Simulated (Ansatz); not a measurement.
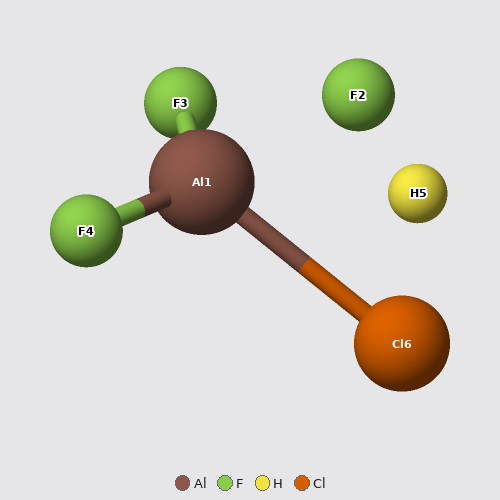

The system is the reacting system AlClF3H (fragments AlClF₃H where the first distance is long, AlClF₂ + FH where the second is long); the picture shows the reference structure. 
- The first coordinate is: distance F2–H5 (bond that forms); the second: distance Al1–F2 (bond that breaks).
- Relaxed at each point: all other coordinates.
- The scan uses an 8 × 8 grid.
- Points are written as (first, second).
- Energies: kJ/mol, counted from a guessed transition structure relaxed with its forming and breaking bonds held.
- Energies and slopes of some neighbouring points disagree (a jump in structure or state, or too coarse a mesh). The reference is spin-restricted, so regions where a bond is pulled apart into radicals lie too high.
- Level of theory: RKS r2SCAN0-D4/def2-SVP in Ansatz.

Its coordinates:

```yaml
atoms:
  - { symbol: Al, position_ang: [-0.4820, 0.3226, -0.5186] }
  - { symbol: F, position_ang: [1.5032, -0.3093, -0.1761] }
  - { symbol: F, position_ang: [-1.2114, -0.6957, -1.5662] }
  - { symbol: F, position_ang: [-0.5456, 1.9542, -0.5356] }
  - { symbol: H, position_ang: [1.0914, -0.6256, 0.9046] }
  - { symbol: Cl, position_ang: [-0.3556, -0.6462, 1.8918] }
```

Range: distance F2–H5 (bond that forms) from 0.819 to 2.619 Å; distance Al1–F2 (bond that breaks) from 1.629 to 2.829 Å.

Question: What will the energy surface look like?

Answer: The lowest grid point is at (0.977 Å, 1.880 Å), −116 kJ/mol from a guessed transition structure relaxed with its forming and breaking bonds held. The energy also falls towards the edge at (2.304 Å, 1.629 Å) (12 kJ/mol above the lowest), where a further well may lie outside the range. The highest grid point, (2.619 Å, 2.829 Å), lies 450 kJ/mol above the lowest.

| second ↓, first → | 0.819 | 0.977 | 1.195 | 1.443 | 1.713 | 2.001 | 2.304 | 2.619 |
| --- | --- | --- | --- | --- | --- | --- | --- | --- |
| 2.829 | −25 | −58 | 40 | 147 | 224 | 275 | 310 | 334 |
| 2.619 | −36 | −71 | 19 | 112 | 175 | 217 | 245 | 266 |
| 2.417 | −48 | −86 | −7 | 68 | 117 | 150 | 172 | 188 |
| 2.225 | −61 | −102 | −37 | 18 | 53 | 76 | 92 | 105 |
| 2.045 | −70 | −115 | −68 | −33 | −12 | 2 | 13 | 22 |
| 1.880 | −67 | −116 | −90 | −75 | −67 | −62 | −56 | −50 |
| 1.734 | −41 | −95 | −90 | −94 | −99 | −100 | −98 | −95 |
| 1.629 | 5 | −54 | −66 | −84 | −97 | −103 | −104 | −103 |

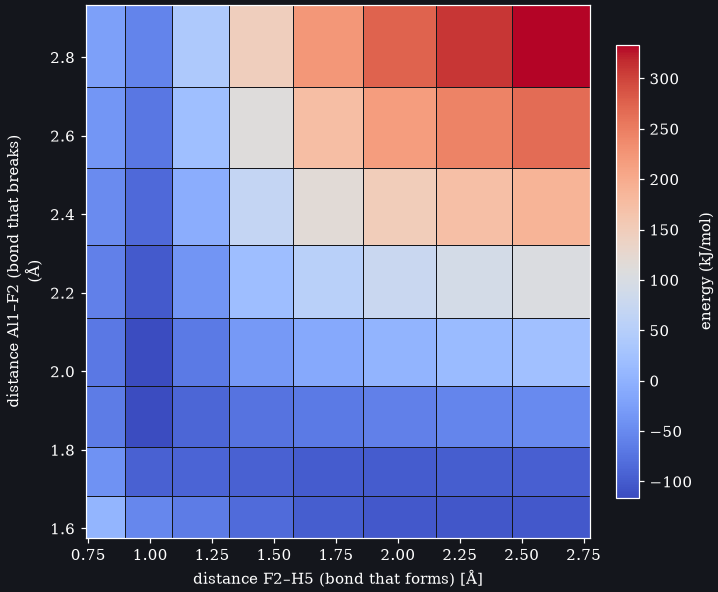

Drawn: one coloured cell a grid point.

Each point was launched as `ansatz run input.yaml --threads 1 --pin off --max-ram 2560MiB --backend cpu --events-out ev --progress --plain --runs-dir out`. Time for the 64 points that were run: 25 min on 1 thread of Arm Neoverse V1 (shared host).
